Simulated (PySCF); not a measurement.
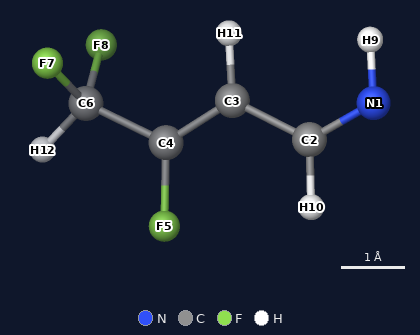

*The structure (ball-and-stick view, seen at a tilt; atoms are numbered from 1 in the order of the input).*

# Run report: C$_{4}$H$_{4}$F$_{3}$N, excited-state calculation

The run: excited-state calculation of C$_{4}$H$_{4}$F$_{3}$N. Method and program: TDDFT wB97X-D/def2-SVPD, vertical, gas phase, core orbitals frozen in the response (PySCF 2.14.0).

The geometry comes from this level: GFN2-xTB. It belongs to a series of runs on one base structure; here: constitutional isomer.

What the program printed
```
coarse grid: 11144 points
cycle   1  E = -508.3025531456  dE =  1.347e+00  |g| = 9.302e-01  |ddm| = 5.343e+00
cycle   2  E = -508.2313361360  dE =  7.122e-02  |g| = 1.181e+00  |ddm| = 2.793e+00
cycle   3  E = -508.4828390589  dE = -2.515e-01  |g| = 6.635e-02  |ddm| = 1.877e+00
cycle   4  E = -508.4838141043  dE = -9.750e-04  |g| = 3.962e-02  |ddm| = 1.930e-01
cycle   5  E = -508.4841643315  dE = -3.502e-04  |g| = 1.385e-02  |ddm| = 1.200e-01
cycle   6  E = -508.4842125509  dE = -4.822e-05  |g| = 4.107e-03  |ddm| = 3.577e-02
cycle   7  E = -508.4842186035  dE = -6.053e-06  |g| = 1.116e-03  |ddm| = 1.360e-02
final grid: 112128 points
cycle   8  E = -508.5500316162  dE = -1.416e-04  |g| = 9.499e-03  |ddm| = 2.250e-01
cycle   9  E = -508.5500298732  dE =  1.743e-06  |g| = 1.090e-02  |ddm| = 2.609e-02
cycle  10  E = -508.5500486880  dE = -1.881e-05  |g| = 6.081e-04  |ddm| = 1.549e-02
cycle  11  E = -508.5500487609  dE = -7.294e-08  |g| = 4.781e-04  |ddm| = 3.239e-03
cycle  12  E = -508.5500488102  dE = -4.928e-08  |g| = 1.060e-04  |ddm| = 1.738e-03
cycle  13  E = -508.5500488131  dE = -2.947e-09  |g| = 3.286e-05  |ddm| = 2.644e-04
cycle  14  E = -508.5500488136  dE = -4.978e-10  |g| = 1.583e-05  |ddm| = 2.138e-04
```

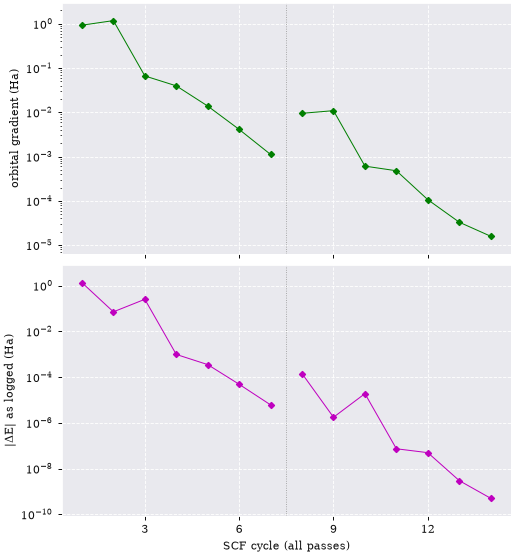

*Convergence of the self-consistent field: orbital gradient and size of the energy change against the SCF cycle. The dotted line marks the change from a coarse to the final integration grid.*

The first 7 cycles use a coarse grid, the final grid takes over at cycle 8, and the field converges after 14 cycles in all.

```
converged SCF energy = -508.5500488136

Static polarisability (au): isotropic 61.957, principal 42.300 53.568 90.005

Singlet excitations
state   eV       nm        f      main configurations
  1   4.4956    275.8   0.00300   H->L 0.93
  2   6.0681    204.3   0.59106   H-1->L 0.97
  3   7.4466    166.5   0.00034   H-2->L 0.48, H->L+4 0.37
  4   7.7747    159.5   0.00254   H-1->L+1 0.43, H-1->L+2 0.20, H->L+4 0.12
  5   7.8187    158.6   0.01682   H->L+1 0.22, H-2->L 0.14, H->L+3 0.14
  6   7.8246    158.5   0.01750   H->L+1 0.23, H->L+4 0.18, H-2->L 0.13
  7   8.0620    153.8   0.02710   H-3->L 0.61, H-1->L+4 0.32
  8   8.2890    149.6   0.00034   H-4->L 0.79

Triplet excitations (Tamm-Dancoff, eV): 3.4543 3.8051 5.5351
```

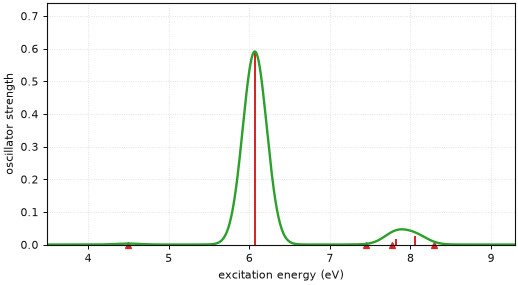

*Computed excitations as sticks (degenerate states added up, dark ones marked on the axis), with a Gaussian envelope of 0.35 eV full width at half maximum, scaled to the tallest.*

Of the 8 states the lowest lies at 4.50 eV (f = 0.003); the strongest line is at 6.07 eV, or 204 nm (f = 0.591).

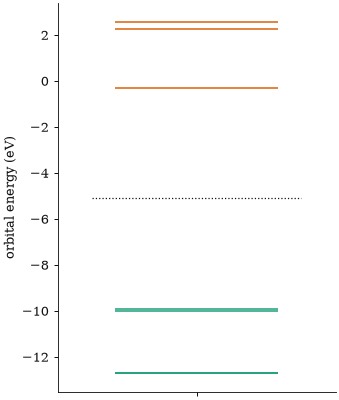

*Orbital energies near the frontier; the dotted line parts filled from empty levels, and levels within 0.02 eV of each other stand side by side.*

Highest filled −9.90 eV, lowest empty −0.30 eV, 9.60 eV apart.

This output came from the following input.

The input
```
{"job": {"kind": "uv", "xc": "wB97X-D", "basis": "def2-SVPD", "nstates": 8, "ntriplets": 3}, "charge": 0, "multiplicity": 1}
N      2.825820     0.552012    -0.614286
C      1.866149    -0.131473    -0.178143
C      0.453580     0.244174    -0.180734
C     -0.521665    -0.521268     0.304599
F     -0.286735    -1.726690     0.847403
C     -1.983898    -0.148899     0.312732
F     -2.203319     0.918600     1.119276
F     -2.384286     0.232116    -0.923559
H      2.572776     1.459137    -1.006058
H      2.103824    -1.102207     0.245388
H      0.182119     1.202361    -0.603092
H     -2.623167    -0.978549     0.650448
```

The first line tells a small driver script what to run in PySCF; the rest is the geometry in Å.

Summary

| quantity | value |
| --- | --- |
| outcome | converged |
| total energy | −508.550049 hartree |
| HOMO | −9.90 eV |
| LUMO | −0.30 eV |
| dipole moment | 1.61 D |
| mean polarisability | 61.96 a.u. |
| lowest singlet excitation | 4.50 eV |
| hardware | 1 CPU thread, shared host |
| wall time | 55 s |
| peak memory | 0.85 GiB |
